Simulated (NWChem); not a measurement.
# HF/cc-pVDZ/cc-pVDZ-PP (core potential) run of GeHF (SMILES [F][GeH])

Aim: the energy difference between two shapes of GeHF at HF/cc-pVDZ/cc-pVDZ-PP (core potential), from 2 runs. 

The calculation is run with NWChem 7.3.0.

3 further runs of the same task are left out: 1 that didn't finish, 2 set aside as unsound or not needed.

### Step 1. The structure to begin with

The species is GeHF (3 atoms), meant as a singlet with charge 0. As SMILES, `[F][GeH]`. Geometry: relaxed at PBE0-D4/def2-TZVP.

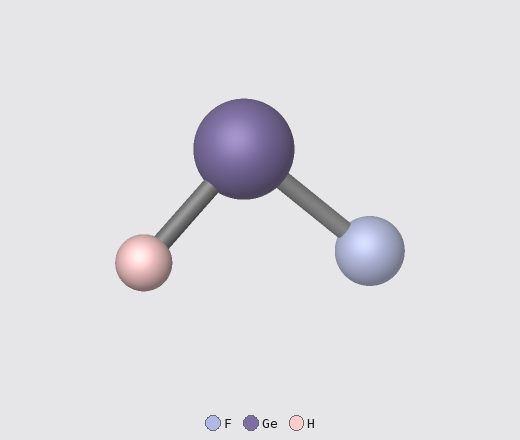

The structure, seen from a chosen angle (fluorine light blue, germanium purple, hydrogen pink).

### Step 2. Energy and forces at HF/cc-pVDZ/cc-pVDZ-PP (core potential)

Contents of fgeh.nw:

```
start fgeh
memory stack 880 mb heap 220 mb global 1100 mb

geometry noautosym nocenter noautoz
   F        0.672100       1.012600       0.469700
   Ge      -0.657900       0.195200      -0.335600
   H       -0.025200      -1.272700      -0.147400
end

basis spherical bse
   * library cc-pVDZ except Ge
   Ge library cc-pVDZ-PP
end

ecp bse
   Ge library cc-pVDZ-PP
end

scf
   thresh 1e-05
   direct
end

task scf gradient
```

Run with:

```sh
$ nwchem fgeh.nw > fgeh.out
```

The program printed, cut to the lines that bear on the results:

```text
[...]
 **** WARNING Zero Coefficient **** on atom "              Ge"
 angular momentum value:-1  standard basis set name: "cc-pVDZ-PP"
 input line that generated warning:
   463: 2       1.0000000              0.0000000
[...]
  functions       =    42
[...]
  wavefunction    = RHF
[...]
         Total SCF energy =   -393.405144290791
      One-electron energy =   -800.287288055284
      Two-electron energy =    338.070336486301
 Nuclear repulsion energy =     68.811807278192
        Time for solution =     10.5s
[...]
                         RHF ENERGY GRADIENTS
    atom               coordinates                        gradient
                 x          y          z           x          y          z
   1 F       1.270085   1.913537   0.887604   -0.001277  -0.002020  -0.000903
   2 Ge     -1.243251   0.368875  -0.634192   -0.001433   0.005712  -0.000176
   3 H      -0.047621  -2.405054  -0.278546    0.002710  -0.003693   0.001079
[...]
```

It took 14 s on 1 thread of Intel Xeon at 2.60GHz (Ice Lake), shared host; peak memory 0.1 GiB.

### Step 3. The distorted shape at the same level

Contents of fgeh.nw:

```
start fgeh
title "FGeH"
memory stack 880 mb heap 220 mb global 1100 mb

geometry units angstrom noautosym nocenter noautoz
  F      0.640966     0.989756     0.476244
  Ge    -0.676070     0.185966    -0.326408
  H     -0.005298    -1.308337    -0.159654
end

basis "ao basis" spherical bse
  F library cc-pVDZ
  Ge library cc-pVDZ-PP
  H library cc-pVDZ
end

ecp bse
  Ge library cc-pVDZ-PP
end

scf
  thresh 1e-05
  direct
  print medium
end

task scf gradient
```

Run with:

```sh
$ nwchem fgeh.nw > fgeh.out
```

The program printed, cut to the lines that bear on the results:

```text
[...]
 **** WARNING Zero Coefficient **** on atom "              Ge"
 angular momentum value:-1  standard basis set name: "cc-pVDZ-PP"
 input line that generated warning:
   463: 2       1.0000000              0.0000000
[...]
  functions       =    42
[...]
  wavefunction    = RHF
[...]
         Total SCF energy =   -393.404238858440
      One-electron energy =   -801.091640758072
      Two-electron energy =    338.445072762371
 Nuclear repulsion energy =     69.242329137260
        Time for solution =     10.5s
[...]
                         RHF ENERGY GRADIENTS
    atom               coordinates                        gradient
                 x          y          z           x          y          z
   1 F       1.211250   1.870368   0.899971   -0.008111  -0.007263  -0.005237
   2 Ge     -1.277587   0.351425  -0.616822    0.001066   0.018419   0.002909
   3 H      -0.010012  -2.472398  -0.301702    0.007046  -0.011156   0.002329
[...]
```

Run time: 14 s. Hardware: 1 thread of Intel Xeon at 2.60GHz (Ice Lake), shared host; peak memory 0.1 GiB.

### Step 4. Summary of results

At HF/cc-pVDZ/cc-pVDZ-PP (core potential):

| quantity | value |
| --- | --- |
| first shape: total energy | -393.40514 Eh |
| first shape: dipole moment | 2.36 D |
| first shape: HOMO energy | -9.81 eV |
| first shape: LUMO energy | 0.35 eV |
| first shape: HOMO–LUMO gap | 10.16 eV |
| first shape: largest force on an atom | 0.303 eV/Å |
| distorted shape: total energy | -393.40424 Eh |
| distorted shape: dipole moment | 2.28 D |
| distorted shape: HOMO energy | -9.78 eV |
| distorted shape: LUMO energy | 0.37 eV |
| distorted shape: HOMO–LUMO gap | 10.15 eV |
| distorted shape: largest force on an atom | 0.960 eV/Å |
| energy change with the atoms displaced | 0.025 eV |

What this shows: With the atoms displaced the energy rises by 0.02 eV (0.6 kcal/mol). The first shape isn't relaxed at this level, so the change isn't measured from a minimum. The largest force (first shape) is 0.30 eV/Å: the shape isn't a stationary point for this species at this level.
